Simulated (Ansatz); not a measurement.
# HCN···H2Se (SMILES C#N.[SeH2]): what the fields show

```
atom    x (Å)    y (Å)    z (Å)
   C  -0.0739  -0.3135  -2.3053
   N  -0.0404  -0.1810  -1.1687
   H  -0.1051  -0.4371  -3.3666
  Se   0.3533   0.8686   2.5551
   H   0.1628   0.3884   1.1803
   H  -0.2967  -0.3254   3.1051
```

Geometry: PBE0-D4/def2-TZVP.

Theory: Ansatz 0.2.0, RKS PBE0-D4/def2-TZVPPD.

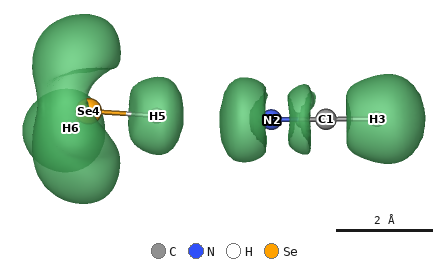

Figure 1. Isosurface of the electron localisation function at 0.8 (green), seen from one side. Only the valence region is drawn (cores and ρ < 0.01 e/Å³ removed).

**What do the ELF domains correspond to?**

The surface consists of one region between bonded C–N atoms (shared pairs), three regions around hydrogen nuclei, one lobe on N, pointing away from the bonds (lone pairs) and one region wrapped around Se (its valence shell).


N2···H5 (2.43 Å): the ELF dips to about 0.05 between them. C–N (1.14 Å): the ELF peaks at about 0.85 between the atoms (a short, multiple covalent bond).

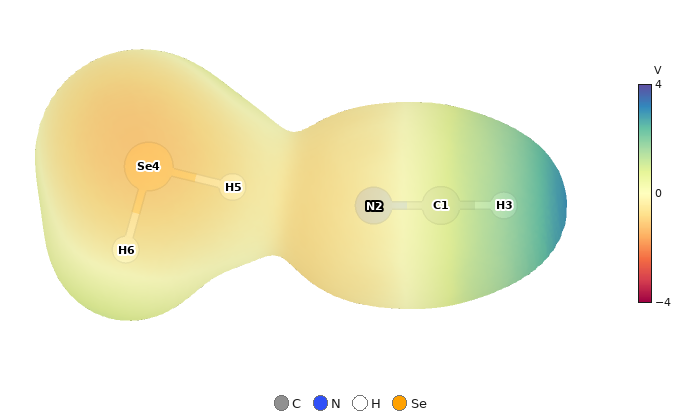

Figure 2. The molecular electrostatic potential painted on the density surface at 0.002 e/bohr³, seen across its widest extent; red is negative and blue positive.

**Describe the electrostatic potential map.**

The most negative region (about −1.1 V) lies over Se4, the most positive (about +3.0 V) over H3.

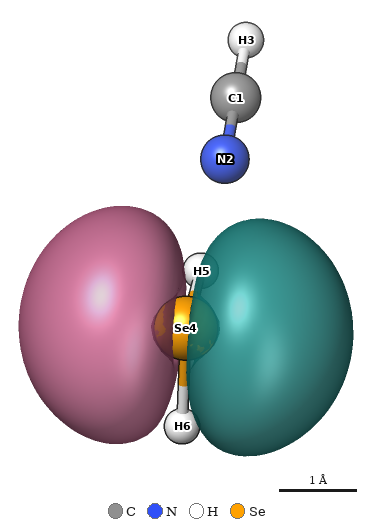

Figure 3. The HOMO at ±0.08 Å⁻³ᐟ² (teal and pink are the two phases), seen at an oblique angle.

**What is the character of this orbital?**

Its weight (Hirshfeld) is mainly on Se4 (about 90 %); it changes sign across the molecular plane (π type). Its energy is −6.65 eV.

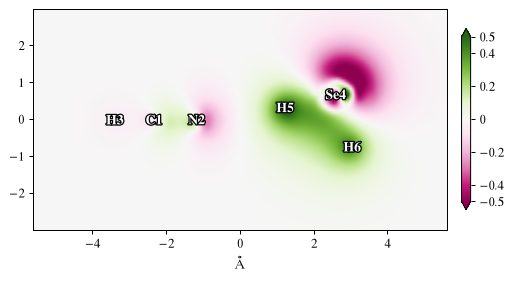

Figure 4. The HOMO−1 on the molecular plane (values in Å⁻³ᐟ²; the overall sign is arbitrary).

**What is the character of this orbital?**

Its weight (Hirshfeld) is mainly on Se4 (about 75 %), H5 (about 10 %) and H6 (about 10 %); it is symmetric in the molecular plane (an in-plane orbital: σ, lone-pair or in-plane π type); largely a lone pair of Se4. Its energy is −9.47 eV.
